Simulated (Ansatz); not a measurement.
# AlBGeH (quartet): wave-function methods side by side, cc-pVDZ

Aim: climb from Hartree-Fock through coupled cluster for AlBGeH (quartet) at one geometry and basis, and see what each rung misses.

Program: Ansatz 0.2.0, Gaussian basis. Level of theory: cc-pVDZ, core rule «outside noble gas», up to 20 orbitals frozen. These are calculated values, not measurements.

To be run: UHF; CCSD(T) on ROHF; CCSD(T) on UHF; BCCD(T) on ROHF; CISD; CCSDT(Q) on ROHF; CCSDT(Q) on UHF.

18 further runs of the same task are left out: 7 that didn't finish, 11 set aside as unsound or not needed.

**1. What is computed**

The geometry is a PBE0/def2-TZVP stationary point (not a proven minimum) of the parent state, kept for this charge and spin. No spin-orbit coupling is included. The filled d shell of Ge may be among the frozen orbitals whatever the setting's name suggests; the logs give the count.

4 atoms, charge 0, spin multiplicity 4.

Atoms are counted from 1 here; the program's logs count them from 0.

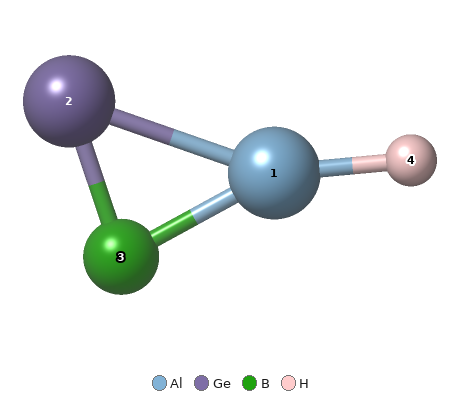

The geometry (aluminium light blue, germanium purple, boron green, hydrogen pink); atoms are numbered from 1 in the order of the file.

In the tables R marks a restricted open-shell determinant and U an unrestricted one; energies count from the table's Hartree-Fock row.

**2. UHF**

Contents of in.yaml:

```yaml
crystal:
  periodic: [false, false, false]
  atoms:
    - {symbol: Al, position_ang: [0.000000, -0.151695, 1.750022]}
    - {symbol: Ge, position_ang: [0.000000, -0.134195, -0.755651]}
    - {symbol: B, position_ang: [0.000000, 1.356911, 0.412828]}
    - {symbol: H, position_ang: [0.000000, -0.822105, 3.183825]}
basis:
  gaussian: {orbitals: cc-pVDZ}
magnetization: {spin_polarized: true, initial_magnetization: 3}
hamiltonian: {xc: hf}
output: {orbitals: {seedname: orbitals}}
```

Run with:

```sh
$ ansatz run in.yaml --threads 1 --pin off --events-out ev --progress --plain --max-ram 2393MiB
```

Output:

```text
Functional definition: HF
  name "HF"
  cite "Fock, Z. Phys. 61, 126 (1930) doi:10.1007/BF01340294"
  parent pbe
  exchange = exact_x
  correlation = 0
686 factors; integrals over basis functions are off by at most 6.9e-4 eV
mean field evaluation 1: about -63737.5023 eV, gradient 8.8e0 eV
mean field evaluation 2: about -63737.5500 eV, gradient 8.8e0 eV
mean field evaluation 4: about -63738.7389 eV, gradient 2.2e0 eV
mean field evaluation 8: about -63738.9630 eV, gradient 4.2e-1 eV
mean field evaluation 16: about -63738.9818 eV, gradient 1.6e-5 eV
mean field evaluation 32: about -63737.8125 eV, gradient 3.5e0 eV
mean field evaluation 64: about -63738.9502 eV, gradient 5.0e-1 eV
mean field evaluation 96: about -63738.3725 eV, gradient 2.5e0 eV
mean field evaluation 128: about -63738.2876 eV, gradient 4.0e-1 eV
mean field evaluation 160: about -63738.9801 eV, gradient 1.3e-1 eV
mean field -63738.98184777 eV, -2342.3643790719 hartree, gradient 1.6e-5 eV, S^2 3.792146; 3 other end points of the search recorded, 0 dependent functions left out
reference -63738.98184777 eV, -2342.3643790719 hartree; 27, 24 occupied and 37, 40 virtual orbitals, 686 factors
Total energy: -63738.98184777 eV, -2342.3643790719 hartree
```

It took 4.6 s on 1 thread of Arm Neoverse V1, shared host.

From the report: ⟨S²⟩ of the determinant 3.792 (pure quartet: 3.75).

**3. CCSD(T) on ROHF**

Changes to in.yaml since step 2:

```diff
@@ -9,4 +9,3 @@
   gaussian: {orbitals: cc-pVDZ}
-magnetization: {spin_polarized: true, initial_magnetization: 3}
-hamiltonian: {xc: hf}
-output: {orbitals: {seedname: orbitals}}
+magnetization: {spin_polarized: false, initial_magnetization: 3}
+correlation: {method: ccsd_t, electrons: outside_noble_gas}
```

Same command.

Output (excerpt; [...] marks lines left out):

```text
Functional definition: HF
  name "HF"
  cite "Fock, Z. Phys. 61, 126 (1930) doi:10.1007/BF01340294"
  parent pbe
[...]
686 factors; integrals over basis functions are off by at most 6.9e-4 eV
[...]
mean field -63738.80558325 eV, -2342.3579014704 hartree, gradient 2.6e-6 eV, S^2 3.750000; 17 other end points of the search recorded, 0 dependent functions left out
[...]
determinant -63738.80558325 eV, -2342.3579014704 hartree, with singles and doubles -63744.76141860 eV, -2342.5767743824 hartree
determinant -63738.10810612 eV, -2342.3322696586 hartree, with singles and doubles -63744.13089717 eV, -2342.5536031474 hartree
determinant -63737.51221813 eV, -2342.3103711789 hartree, with singles and doubles -63743.73353848 eV, -2342.5390004848 hartree
determinant -63737.33397209 eV, -2342.3038207578 hartree, with singles and doubles -63743.11121105 eV, -2342.5161303734 hartree
determinant -63736.04351184 eV, -2342.2563972181 hartree, with singles and doubles -63742.52183681 eV, -2342.4944712698 hartree
determinant -63735.75767785 eV, -2342.2458930127 hartree, with singles and doubles -63742.21212463 eV, -2342.4830895570 hartree
20 core orbitals not correlated: weight in the atoms' cores, before any rotation towards them, 0.999 or more for the frozen orbitals, at most 0.001 for the correlated occupied ones
reference -63738.80558325 eV, -2342.3579014704 hartree; 7, 4 occupied and 37, 40 virtual orbitals, 686 factors
second order -4.96062732 eV of doubles, -0.08695596 eV of singles
cycle   1  -5.95575640 eV  change    7.9e-5 eV  update   3.7e-3
[...]
cycle   9  -5.95841459 eV  change   -2.1e-6 eV  update   8.3e-6
perturbative correction -0.30388332 eV, -0.0111675060 hartree
Total energy: -63745.06788116 eV, -2342.5880366737 hartree
```

It took 29 s on 1 thread of Arm Neoverse V1, shared host.

From the report: correlation -6.2623 eV; T1 0.038; largest double amplitude 0.06.

**4. CCSD(T) on UHF**

Changes to in.yaml since step 3:

```diff
@@ -9,3 +9,3 @@
   gaussian: {orbitals: cc-pVDZ}
-magnetization: {spin_polarized: false, initial_magnetization: 3}
+magnetization: {spin_polarized: true, initial_magnetization: 3}
 correlation: {method: ccsd_t, electrons: outside_noble_gas}
```

Launched as before.

Output (excerpt; [...] marks lines left out):

```text
Functional definition: HF
  name "HF"
  cite "Fock, Z. Phys. 61, 126 (1930) doi:10.1007/BF01340294"
  parent pbe
[...]
686 factors; integrals over basis functions are off by at most 6.9e-4 eV
[...]
mean field -63738.98184777 eV, -2342.3643790719 hartree, gradient 7.3e-6 eV, S^2 3.792146; 21 other end points of the search recorded, 0 dependent functions left out
determinant -63738.98184777 eV, -2342.3643790719 hartree, with singles and doubles -63744.76833736 eV, -2342.5770286421 hartree
determinant -63738.31951171 eV, -2342.3400386707 hartree, with singles and doubles -63744.13480598 eV, -2342.5537467934 hartree
determinant -63737.86845615 eV, -2342.3234626847 hartree, with singles and doubles -63743.73121765 eV, -2342.5389151956 hartree
determinant -63737.50727085 eV, -2342.3101893697 hartree, with singles and doubles -63743.11210341 eV, -2342.5161631670 hartree
[...]
determinant -63736.00285358 eV, -2342.2549030546 hartree, with singles and doubles -63742.22130004 eV, -2342.4834267471 hartree
determinant -63735.91808278 eV, -2342.2517877853 hartree, with singles and doubles -63741.54189829 eV, -2342.4584591931 hartree
determinant -63735.71933278 eV, -2342.2444838575 hartree, with singles and doubles -63741.67554179 eV, -2342.4633705013 hartree
20 core orbitals not correlated: weight in the atoms' cores, before any rotation towards them, 0.999 or more for the frozen orbitals, at most 0.001 for the correlated occupied ones
reference -63738.98184777 eV, -2342.3643790719 hartree; 7, 4 occupied and 37, 40 virtual orbitals, 686 factors
second order -4.78574878 eV of doubles, -0.00000000 eV of singles
cycle   1  -5.78677823 eV  change   -2.9e-4 eV  update   4.0e-3
[...]
cycle   9  -5.79044887 eV  change    5.9e-6 eV  update   8.9e-6
perturbative correction -0.29540780 eV, -0.0108560363 hartree
Total energy: -63745.06770443 eV, -2342.5880301792 hartree
```

Run time: 25 s. Hardware: 1 thread of Arm Neoverse V1, shared host.

From the report: ⟨S²⟩ of the determinant 3.792 (pure quartet: 3.75); correlation -6.0859 eV; T1 0.038; largest double amplitude 0.06.

**5. BCCD(T) on ROHF**

Changes to in.yaml since step 4:

```diff
@@ -9,3 +9,3 @@
   gaussian: {orbitals: cc-pVDZ}
-magnetization: {spin_polarized: true, initial_magnetization: 3}
-correlation: {method: ccsd_t, electrons: outside_noble_gas}
+magnetization: {spin_polarized: false, initial_magnetization: 3}
+correlation: {method: bccd_t, electrons: outside_noble_gas}
```

The command is unchanged.

Output (excerpt; [...] marks lines left out):

```text
Functional definition: HF
  name "HF"
  cite "Fock, Z. Phys. 61, 126 (1930) doi:10.1007/BF01340294"
  parent pbe
[...]
686 factors; integrals over basis functions are off by at most 6.9e-4 eV
[...]
mean field -63738.80558325 eV, -2342.3579014704 hartree, gradient 2.6e-6 eV, S^2 3.750000; 17 other end points of the search recorded, 0 dependent functions left out
[...]
determinant -63738.80558325 eV, -2342.3579014704 hartree, with singles and doubles -63744.76141860 eV, -2342.5767743824 hartree
determinant -63738.10810612 eV, -2342.3322696586 hartree, with singles and doubles -63744.13089717 eV, -2342.5536031474 hartree
determinant -63737.51221813 eV, -2342.3103711789 hartree, with singles and doubles -63743.73353848 eV, -2342.5390004848 hartree
determinant -63737.33397209 eV, -2342.3038207578 hartree, with singles and doubles -63743.11121105 eV, -2342.5161303734 hartree
determinant -63736.04351184 eV, -2342.2563972181 hartree, with singles and doubles -63742.52183681 eV, -2342.4944712698 hartree
determinant -63735.75767785 eV, -2342.2458930127 hartree, with singles and doubles -63742.21212463 eV, -2342.4830895570 hartree
20 core orbitals not correlated: weight in the atoms' cores, before any rotation towards them, 0.999 or more for the frozen orbitals, at most 0.001 for the correlated occupied ones
reference -63738.80558325 eV, -2342.3579014704 hartree; 7, 4 occupied and 37, 40 virtual orbitals, 686 factors
second order -4.96062732 eV of doubles, -0.08695596 eV of singles
cycle   1  -5.95237867 eV  change    3.5e-3 eV  update   1.3e-2
[...]
cycle  12  -5.94954359 eV  change    1.9e-6 eV  update   7.5e-6
perturbative correction -0.31492484 eV, -0.0115732745 hartree
Total energy: -63745.07005169 eV, -2342.5881164391 hartree
```

It took 30 s on 1 thread of Arm Neoverse V1, shared host.

From the report: correlation -6.2645 eV; largest double amplitude 0.06.

**6. CISD**

Changes to in.yaml since step 5:

```diff
@@ -10,2 +10,2 @@
 magnetization: {spin_polarized: false, initial_magnetization: 3}
-correlation: {method: bccd_t, electrons: outside_noble_gas}
+correlation: {active_space: {ras: {orbitals: [4, 3, 37], electrons: 11, max_holes: 2, max_particles: 2}, fixed_orbitals: true}}
```

Launched as before.

Output (excerpt; [...] marks lines left out):

```text
Functional definition: HF
  name "HF"
  cite "Fock, Z. Phys. 61, 126 (1930) doi:10.1007/BF01340294"
  parent pbe
[...]
686 factors; integrals over basis functions are off by at most 6.9e-4 eV
[...]
mean field -63738.80558325 eV, -2342.3579014704 hartree, gradient 2.6e-6 eV, S^2 3.750000; 14 other end points of the search recorded, 0 dependent functions left out
reference -63738.80558325 eV, -2342.3579014704 hartree; 27, 24 occupied and 37, 40 virtual orbitals, 686 factors
state -63744.24718451 eV, -2342.5578766283 hartree
Total energy: -63744.24718451 eV, -2342.5578766283 hartree
```

Wall time 15 s (1 thread of Arm Neoverse V1, shared host).

From the report: 149,621 determinants.

**7. CCSDT(Q) on ROHF**

Changes to in.yaml since step 6:

```diff
@@ -10,2 +10,2 @@
 magnetization: {spin_polarized: false, initial_magnetization: 3}
-correlation: {active_space: {ras: {orbitals: [4, 3, 37], electrons: 11, max_holes: 2, max_particles: 2}, fixed_orbitals: true}}
+correlation: {method: ccsdt_q, electrons: outside_noble_gas}
```

Launched as before.

Output (excerpt; [...] marks lines left out):

```text
Functional definition: HF
  name "HF"
  cite "Fock, Z. Phys. 61, 126 (1930) doi:10.1007/BF01340294"
  parent pbe
[...]
1235 factors; integrals over basis functions are off by at most 1.4e-7 eV
[...]
mean field -63738.80567654 eV, -2342.3579048988 hartree, gradient 2.6e-6 eV, S^2 3.750000; 17 other end points of the search recorded, 0 dependent functions left out
[...]
determinant -63738.80567654 eV, -2342.3579048988 hartree, with singles and doubles -63744.76151463 eV, -2342.5767779115 hartree
determinant -63738.10820790 eV, -2342.3322733988 hartree, with singles and doubles -63744.13099905 eV, -2342.5536068913 hartree
determinant -63737.51230737 eV, -2342.3103744583 hartree, with singles and doubles -63743.73362992 eV, -2342.5390038450 hartree
determinant -63737.33407054 eV, -2342.3038243756 hartree, with singles and doubles -63743.11131339 eV, -2342.5161341346 hartree
determinant -63736.04361349 eV, -2342.2564009537 hartree, with singles and doubles -63742.52197591 eV, -2342.4944763814 hartree
determinant -63735.75777815 eV, -2342.2458966989 hartree, with singles and doubles -63742.21222383 eV, -2342.4830932026 hartree
20 core orbitals not correlated: weight in the atoms' cores, before any rotation towards them, 0.999 or more for the frozen orbitals, at most 0.001 for the correlated occupied ones
reference -63738.80567654 eV, -2342.3579048988 hartree; 7, 4 occupied and 37, 40 virtual orbitals, 1235 factors
second order -4.96065172 eV of doubles, -0.08695600 eV of singles
cycle   1  -5.62450267 eV  change   -5.7e-1 eV  update   1.0e-1
[...]
cycle  22  -6.31191304 eV  change    3.9e-7 eV  update   6.2e-7
perturbative correction -0.02576550 eV, -0.0009468646 hartree
Total energy: -63745.14335509 eV, -2342.5908102894 hartree
```

Run time: 82 s. Hardware: 1 thread of Arm Neoverse V1, shared host; peak memory 0.58 GiB.

From the report: correlation -6.3377 eV; T1 0.041; largest double amplitude 0.08.

**8. CCSDT(Q) on UHF**

Changes to in.yaml since step 7:

```diff
@@ -9,3 +9,3 @@
   gaussian: {orbitals: cc-pVDZ}
-magnetization: {spin_polarized: false, initial_magnetization: 3}
+magnetization: {spin_polarized: true, initial_magnetization: 3}
 correlation: {method: ccsdt_q, electrons: outside_noble_gas}
```

Same command.

Output (excerpt; [...] marks lines left out):

```text
Functional definition: HF
  name "HF"
  cite "Fock, Z. Phys. 61, 126 (1930) doi:10.1007/BF01340294"
  parent pbe
[...]
1235 factors; integrals over basis functions are off by at most 1.4e-7 eV
[...]
mean field -63738.98194225 eV, -2342.3643825439 hartree, gradient 5.8e-6 eV, S^2 3.792147; 22 other end points of the search recorded, 0 dependent functions left out
determinant -63738.98194225 eV, -2342.3643825439 hartree, with singles and doubles -63744.76843426 eV, -2342.5770322032 hartree
determinant -63738.31961443 eV, -2342.3400424456 hartree, with singles and doubles -63744.13490699 eV, -2342.5537505055 hartree
determinant -63737.86854641 eV, -2342.3234660017 hartree, with singles and doubles -63743.73128839 eV, -2342.5389177953 hartree
determinant -63737.50737158 eV, -2342.3101930715 hartree, with singles and doubles -63743.11220566 eV, -2342.5161669245 hartree
[...]
determinant -63735.97433350 eV, -2342.2538549610 hartree, with singles and doubles -63741.39200736 eV, -2342.4529508031 hartree
determinant -63735.91817951 eV, -2342.2517913399 hartree, with singles and doubles -63741.54196124 eV, -2342.4584615067 hartree
determinant -63735.71943834 eV, -2342.2444877369 hartree, with singles and doubles -63741.67565463 eV, -2342.4633746481 hartree
20 core orbitals not correlated: weight in the atoms' cores, before any rotation towards them, 0.999 or more for the frozen orbitals, at most 0.001 for the correlated occupied ones
reference -63738.98194225 eV, -2342.3643825439 hartree; 7, 4 occupied and 37, 40 virtual orbitals, 1235 factors
second order -4.78577061 eV of doubles, -0.00000000 eV of singles
cycle   1  -5.42001697 eV  change   -6.3e-1 eV  update   1.0e-1
[...]
cycle  22  -6.14003971 eV  change    4.2e-7 eV  update   6.7e-7
perturbative correction -0.02630924 eV, -0.0009668467 hartree
Total energy: -63745.14829120 eV, -2342.5909916881 hartree
```

It took 74 s on 1 thread of Arm Neoverse V1, shared host; peak memory 0.48 GiB.

From the report: ⟨S²⟩ of the determinant 3.792 (pure quartet: 3.75); correlation -6.1663 eV; T1 0.043; largest double amplitude 0.07.

**9. Misses and costs**

The yardstick is UCCSDT(Q), where the cluster series has nearly closed. Rows without a time come out of other runs: HF, MP2 and CCSD of CCSD(T), CCSDT of CCSDT(Q).

Differences are taken before rounding.

```
   method  energy from the lowest ROHF (kcal/mol)  from UCCSDT(Q) (kcal/mol)  time
      ROHF                                   0.00                    +146.27      
      UHF                                  -4.06                    +142.20      
     RMP2                                -116.40                     +29.87      
     UMP2                                -114.43                     +31.84      
     CISD                                -125.49                     +20.78  15 s
    RCCSD                                -137.40                      +8.86      
    UCCSD                                -137.60                      +8.67      
 RCCSD(T)                                -144.41                      +1.85  29 s
 UCCSD(T)                                -144.41                      +1.86  25 s
  BCCD(T)                                -144.46                      +1.80  30 s
   RCCSDT                                -145.56                      +0.71      
   UCCSDT                                -145.66                      +0.61      
RCCSDT(Q)                                -146.15                      +0.11  82 s
UCCSDT(Q)                                -146.27                          0  74 s
```

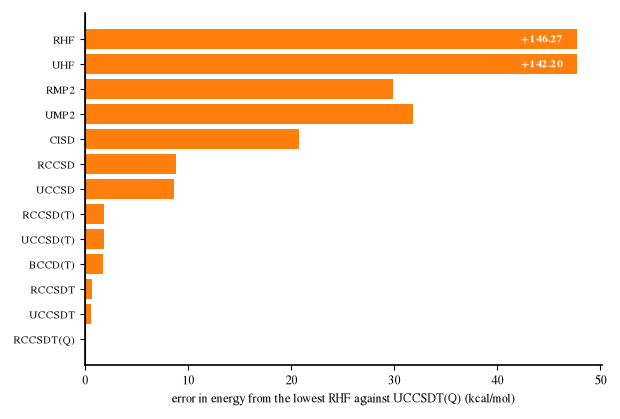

Deviations from UCCSDT(Q), method by method. Bars with a number in them are cut short.

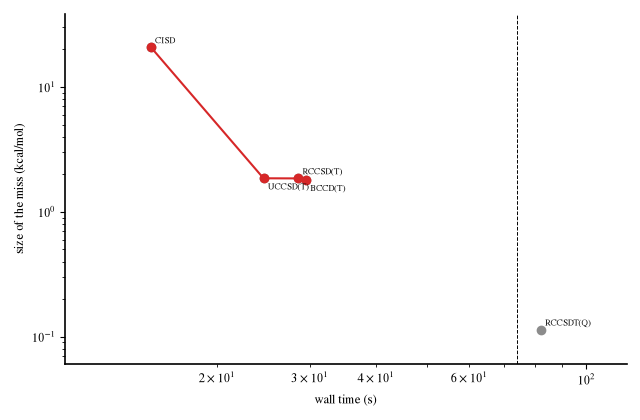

Miss against cost. Red marks the levels that no quicker level drawn beats (of those quicker than the yardstick), and the dashed line is the time of UCCSDT(Q). Times are from a shared host.

**10. Results**

```
                         quantity                      value
    UCCSDT(Q) from the ROHF energy                 -6.3427 eV
              RMP2 from UCCSDT(Q)            +29.87 kcal/mol
              UMP2 from UCCSDT(Q)            +31.84 kcal/mol
             RCCSD from UCCSDT(Q)             +8.86 kcal/mol
          RCCSD(T) from UCCSDT(Q)             +1.85 kcal/mol
          UCCSD(T) from UCCSDT(Q)             +1.86 kcal/mol
         RCCSDT(Q) from UCCSDT(Q)             +0.11 kcal/mol
levels within 1 kcal/mol (43 meV)  RCCSDT, UCCSDT, RCCSDT(Q)
                    T1 diagnostic                      0.038
```

RCCSD(T) misses by +1.85 kcal/mol, 1.3 % of the correlation energy. These misses are within one basis, not against nature; the frozen cores of restricted and unrestricted runs differ, which can shift their rows.

With open shells the CI space here admits some triples and quadruples, so it is larger than plain CISD.

For cost: BCCD(T) gets within 1.80 kcal/mol in 30 s, where UCCSDT(Q) took 74 s; the quickest level in the cost chart, CISD, takes 15 s and misses by 20.78 kcal/mol.
